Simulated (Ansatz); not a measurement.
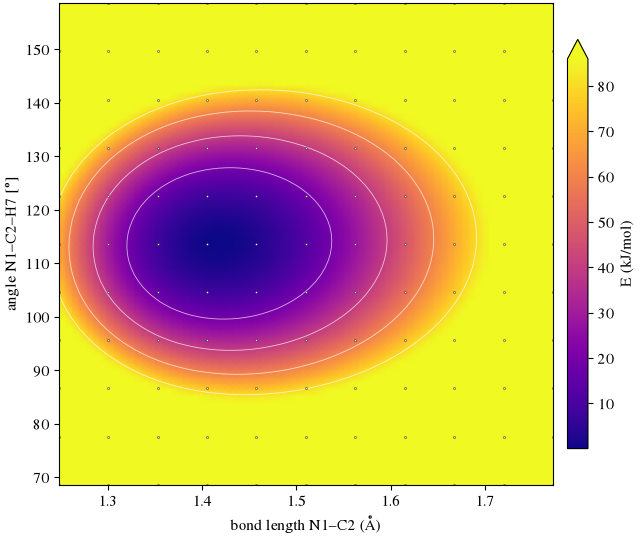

CH3BBrN, SMILES NC=BBr. First axis: bond length N1–C2. Second axis: angle N1–C2–H7. Nothing is relaxed (all other coordinates rigid). The scan uses an 11 × 11 grid. Points are written as (first, second). Energies: kJ/mol, counted from the relaxed molecule at the same level. Level of theory: RKS r2SCAN-D4/def2-TZVP in Ansatz.

In the figure: a smooth colour map with a few white contour lines, dots at the grid points, one colour for all values above the top of the scale. Between grid points the surface is interpolated.

### Estimate the position of the minimum and the force constants in these coordinates.

The interpolated minimum is at bond length N1–C2 ≈ 1.418 Å, angle N1–C2–H7 ≈ 113.6°. The curvatures there are about 36 eV/Å² and 6.8 eV/rad², with a cross term of about −0.5 eV/(Å·rad). Round the minimum the two coordinates are nearly uncoupled. (1 eV is 96.5 kJ/mol.)
